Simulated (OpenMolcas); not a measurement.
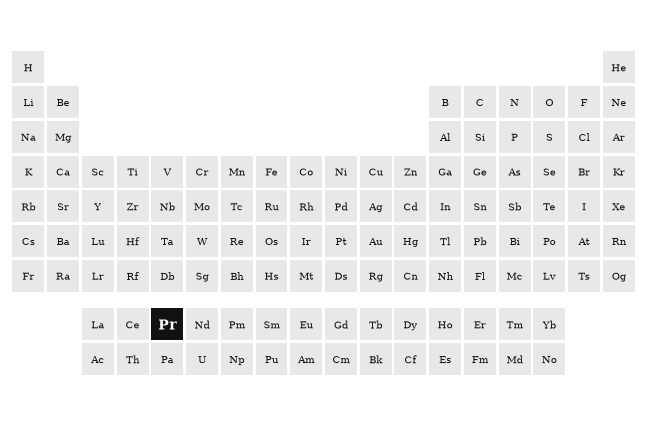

**Figure 1.** The place of praseodymium in the periodic table.

Run report: Pr³⁺, multiconfigurational calculation

Pr³⁺. Level asked for: state-averaged MS-CASPT2, IPEA shift 0.25, imaginary shift 0.1 hartree, semicore shells correlated, active space 2 electrons in the shell 4f, basis ANO-R1, X2C scalar Hamiltonian, spin-orbit coupling by RASSI with atomic mean-field integrals (OpenMolcas).

**Input**
```
&GATEWAY
Coord
1

Pr 0.0 0.0 0.0
Basis=ANO-R1
Group=XYZ
NoMove
AngMom=0.0 0.0 0.0
AMFI
&SEWARD
&RASSCF
FileOrb=start.orb
Symmetry=1
Spin=3
nActEl=2 0 0
Inactive=15 12
Ras2=0 7
CIRoot=21 21 1
SDav=21
CIMx=300
Iter=120 100
PrWF=0.3
OrbListing=Nothing
MaxOrb=0
Atom
>>> COPY $Project.JobIph JOB001
&RASSCF
FileOrb=start.orb
Symmetry=1
Spin=1
nActEl=2 0 0
Inactive=15 12
Ras2=0 7
CIRoot=28 28 1
SDav=28
CIMx=300
Iter=120 100
PrWF=0.3
OrbListing=Nothing
MaxOrb=0
Atom
>>> COPY $Project.JobIph JOB002
&RASSI
NrOfJobIphs=2 18 14
1 2 3 4 5 6 7 8 9 10 11 12 13 14 15 16 17 18
1 2 3 4 5 6 7 8 9 10 11 12 13 14
IphNames
JOB001
JOB002
EJob
SpinOrbit
DIPRint=1.0
SOCoupling=1000.0
Subsets=2
MEES
Property=10
'ANGMOM' 1 'ANGMOM' 2 'ANGMOM' 3 'MLTPL  1' 1 'MLTPL  1' 2 'MLTPL  1' 3
'AMFI' 1 'AMFI' 2 'AMFI' 3 'MLTPL  2' 6
SOProperty=3
'ANGMOM' 1 'ANGMOM' 2 'ANGMOM' 3
>>> COPY JOB001 $Project.JobIph
&CASPT2
Multistate=18 1 2 3 4 5 6 7 8 9 10 11 12 13 14 15 16 17 18
Frozen=34 29
IPEA=0.25
Imaginary=0.1
MaxIter=60
WThr=0.0 0.3 0.05
PrWF=0.5
NoMix
```

The file start.orb holds starting orbitals from an earlier step.

Launched with:
```bash
OMP_NUM_THREADS=1 MOLCAS_MEM=2252 MOLCAS_PROJECT=a pymolcas a.inp > a.log  # once for each step of the input, in one work folder
```

**The program's output (extracts)**
```
|       MOLCAS_SOURCE = [file]
  |    MOLCAS_STRUCTURE = 0
  |
   -----------------------------------------------------------------------------------------
++ ---------   Input file   ---------
>>> COPY JOB001 $Project.JobIph
&CASPT2
Multistate=18 1 2 3 4 5 6 7 8 9 10 11 12 13 14 15 16 17 18
Frozen=34 29
IPEA=0.25
Imaginary=0.1
MaxIter=60
WThr=0.0 0.3 0.05
PrWF=0.5
NoMix
-- ----------------------------------
>>> COPY JOB001 a.JobIph
*** symbolic link created: INPORB -> a.RasOrb
--- Start Module: caspt2 at  ---
()()()()()()()()()()()()()()()()()()()()()()()()()()()()()()()()()()()()()()()()()()()()()()()()()()
                                              &CASPT2
                                   only a single process is used
                       available to each process: 2.3 GB of memory, 1 thread
()()()()()()()()()()()()()()()()()()()()()()()()()()()()()()()()()()()()()()()()()()()()()()()()()()
 ###    WARNING: User changed nr of frozen orbitals.                         ###
 ###    ERROR: Too many frozen orbitals!                                     ###
--- Stop Module: caspt2 at  /rc=_RC_INPUT_ERROR_ ---
.####################.
.# User input error #.
.####################.
```

**Outcome**

```tsv
quantity	value
outcome	refused by the program
hardware	1 thread of AMD EPYC (Zen 3), 64 GiB of memory available, shared host
```

**Diagnosis**

One thing in this input was made wrong on purpose: too many frozen. The program refused the input; the driver noted: CASPT2 spin 3: _RC_INPUT_ERROR_.
